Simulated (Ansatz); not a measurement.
FHO₃W (SMILES [O]=[W](=[O])([OH])[F])

| atom | x (Å) | y (Å) | z (Å) |
| --- | --- | --- | --- |
| O | -0.2015 | -1.8802 | -0.5032 |
| W | 0.2933 | -0.2847 | -0.1926 |
| O | 1.3119 | -0.3128 | 1.1662 |
| O | -1.2247 | 0.7440 | 0.1820 |
| F | 1.2256 | 0.3768 | -1.6564 |
| H | -1.3625 | 1.2928 | 0.9578 |

Geometry: PBE0-D4/def2-TZVP; core potentials replace the inner electrons of W.

Theory: Ansatz 0.2.0, RKS PBE0-D4/def2-TZVPP.

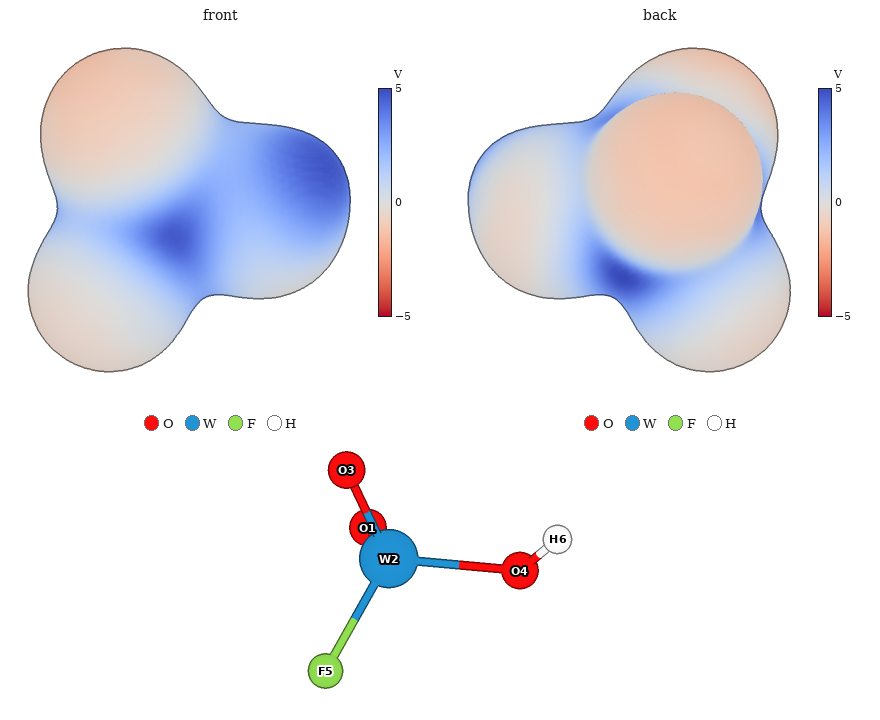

Figure 1. The electrostatic potential painted on the density surface at 0.004 e/bohr³, seen from the front and from behind; red is negative and blue positive. The bare structure is drawn below in the same view.

Which sites attract a positive test charge, and which a negative one?

A positive charge is drawn to the negative regions and a negative charge to the positive ones. The most negative region (about −1.3 V) lies over O1 and O3, the most positive (about +4.8 V) over W2 and H6.

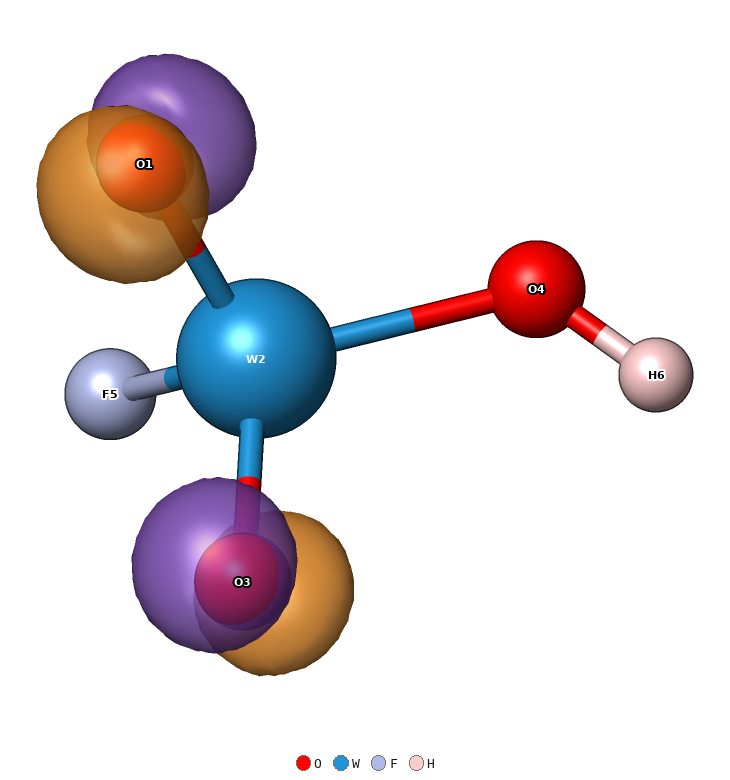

Figure 2. The HOMO at ±0.3 Å⁻³ᐟ² (orange and purple are the two phases), seen from one side.

Where does this orbital lie, and at what energy?

Its weight (Hirshfeld) is mainly on O1 (about 45 %) and O3 (about 40 %); largely a combination of lone pairs on O1 and O3. Its energy is −9.34 eV.

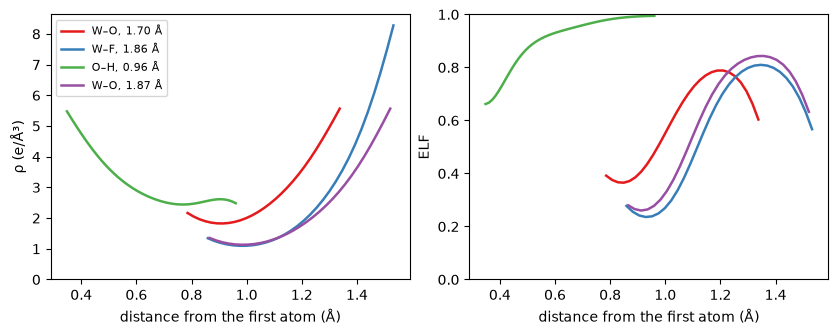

Figure 3. Electron density and ELF along straight lines between neighbouring atoms. The curves leave out the atomic cores.

What can be read from the curves?

W–O (1.70 Å): the density is about 1.9 e/Å³ at the midpoint; the ELF peaks at about 0.80 in the valence shell of O, 0.5 Å from its nucleus, and drops to about 0.35 between the two atoms.
W–F (1.86 Å): ρ at the midpoint is about 1.1 e/Å³; the ELF peaks at about 0.80 in the valence shell of F, 0.5 Å from its nucleus, and drops to about 0.25 between the two atoms.
O–H (0.96 Å): the density is about 3.8 e/Å³ at the midpoint; the ELF climbs to about 1 towards the hydrogen, as it does in any bond to H: a covalent bond by its length.
W–O (1.87 Å): ρ at the midpoint is about 1.2 e/Å³; the ELF peaks at about 0.85 in the valence shell of O, 0.5 Å from its nucleus, and drops to about 0.25 between the two atoms.

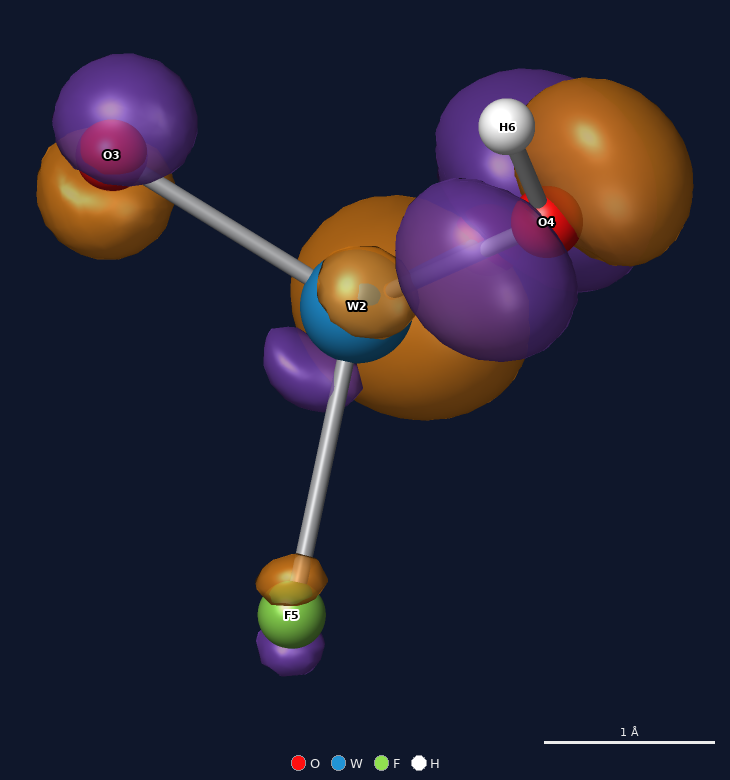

Figure 4. The HOMO−1 at ±0.2 Å⁻³ᐟ² (orange and purple are the two phases), seen at an oblique angle.

Where does this orbital lie, and at what energy?

Its weight (Hirshfeld) is mainly on O1 (about 50 %), O4 (about 25 %), W2 (about 15 %) and O3 (about 10 %); largely a combination of lone pairs on O1, O4 and O3. Its energy is −10.08 eV.
